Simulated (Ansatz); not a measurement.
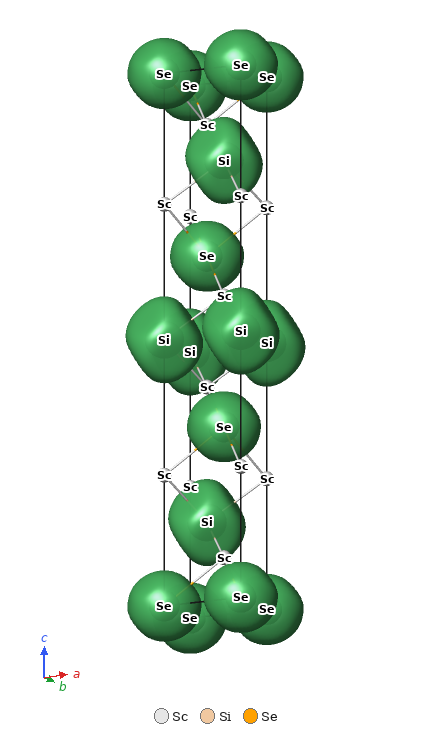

Figure. Sc$_{2}$SiSe. Isosurface of the ELF at 0.65 (green), seen at an oblique angle. Only the valence region is drawn (cores and ρ < 0.01 e/Å³ removed). Sticks mark near contacts.

Space group R-3m; a structure generated by program, which may or may not match a known phase; computed pressure about −6 GPa in this cell.

Level of theory: DFT LDA, scalar-relativistic, plane waves, PAW (Ansatz).

Core electrons are frozen (PAW), and the valence fields are smoothed inside the atomic spheres.

> What do the ELF domains correspond to?

At this value the surface marks out three regions wrapped around Se (the valence shell of each) and three regions wrapped around Si (the valence shell of each), counted in one cell of 12 atoms. Regions shared between cells count once. Along the contacts the grid gives the following. Sc–Si (2.69 Å): the ELF peaks at about 0.80 in the valence shell of Si, 1.0 Å from its nucleus, and is about 0.45 at the midpoint. Sc–Se (2.79 Å): the ELF is about 0.40 at the midpoint.

> What Bader charges does the calculation give?

Electrons move from Sc towards Si and Se. Bader charges: Sc +1.44, Si −1.59 and Se −1.29 e.
